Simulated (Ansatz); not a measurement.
The starting structures come from a database of crystals and need not be the phases stable at ambient conditions.

 Where the default PAW files enter, the runs use the earlier of Ansatz's two default sets.

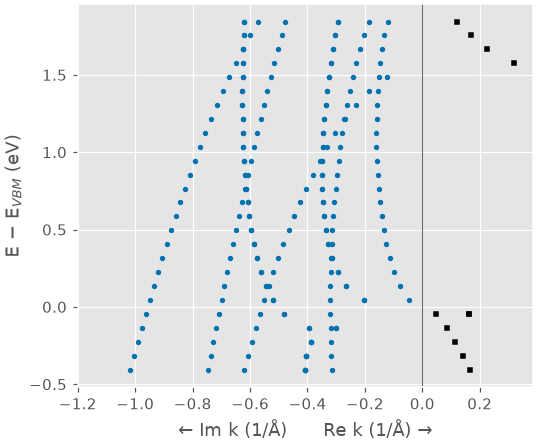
Figure: Complex bands at the centre of the two-dimensional zone; r2SCAN (Ansatz, a first-principles code)

The gap is the functional's own. No spin-orbit coupling. Mid-gap values are interpolated on the energy grid.

This is Sr₄As₂O (I4/mmm, not sure to be the ambient phase, 7 atoms a cell, 27.6 Å³ an atom) along the normal of (001). Read off the slowest decay at the centre of the two-dimensional zone at 0.77 eV, the computed energy nearest the middle of the gap.

κ ≈ 0.15 1/Å, a decay length 1/(2κ) of the density of 3.3 Å.
